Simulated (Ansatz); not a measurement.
Band structure of a (001) slab of Ta2N (cut from a parent of space group no. 164; 9 atoms in the cell).

```xyz
9
Lattice="3.1079 0.0000 0.0000 -1.5539 2.6915 0.0000 0.0000 0.0000 22.2205" Properties=species:S:1:pos:R:3 pbc="T T T"
Ta     1.5539     0.8972     5.0000
Ta     0.0000     1.7943     7.4808
Ta     1.5539     0.8972     9.8698
Ta     0.0000     1.7943    12.3506
Ta     1.5539     0.8972    14.7397
Ta     0.0000     1.7943    17.2205
N      0.0000     0.0000     6.2404
N      0.0000     0.0000    11.1102
N      0.0000     0.0000    15.9801
```

Level of theory: PBE, PAW files (plane waves; Ansatz, an electronic-structure program).

Settings: basis.ecutwfc = 420 eV; kpoints.mp_grid.grid = 8 8 1; hamiltonian.xc = pbe; hamiltonian.pseudopotentials = {kind: paw} (the program's default PAW files); scf.occupations.method = gaussian; scf.occupations.width = 0.1 eV; kpoints.band_path.path = [[0.0, 0.0, 0.0], [0.5, 0.0, 0.0], [0.33333333, 0.33333333, 0.0], [0.0, 0.0, 0.0]]; kpoints.band_path.npoints = 8.

The starting cell comes from a database of computed structures (which also holds hypothetical and non-ambient phases and stackings), without a prior relaxation at this level. The slab is cut from that crystal, and its faces are unrelaxed. Its lattice was rescaled in the plane by a random factor within 2.5 % of one. Spin-orbit coupling is off. Spin polarisation is off; with an odd number of electrons in the cell that forces a metal, and a magnetic state may lie lower.

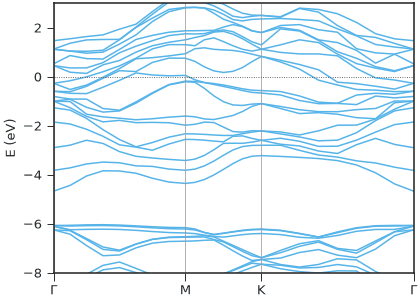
Bands along the path, energies from the Fermi level.

Levels in eV from the Fermi level, bands 43 to 50:
```tsv
point	43	44	45	46	47	48	49	50
Γ	-0.99	-0.99	-0.80	-0.59	-0.59	-0.27	-0.27	0.46
M	-1.60	-0.20	-0.18	0.06	0.76	0.94	1.31	1.51
K	-1.09	-1.09	-0.66	-0.56	0.83	0.83	1.12	1.12
```

Bands cross the Fermi level along this path, so the cell is metallic at this level.

Keys are those of Ansatz 0.2.
